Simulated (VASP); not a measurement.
Band structure of CeIr₅ (space group P6/mmm). Method: PBEsol GGA, VASP's PBE PAW potentials (set 64) (plane waves; VASP 6.6.1).

Unless said otherwise, spin-orbit coupling is left out, though it shifts the bands of the heavy elements here.

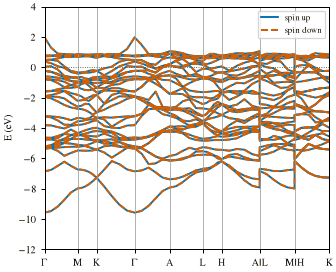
Figure. Bands along high-symmetry lines, zero at the valence-band maximum or, without a gap, the Fermi level

Question: Read the plot: is there a gap, and where are the band edges?

Answer: It has no gap at this level: it comes out as a metal or semimetal.

The structure comes from a measured CeIr5 entry of the Crystallography Open Database, whose conditions weren't checked. The cell was not relaxed at this level.
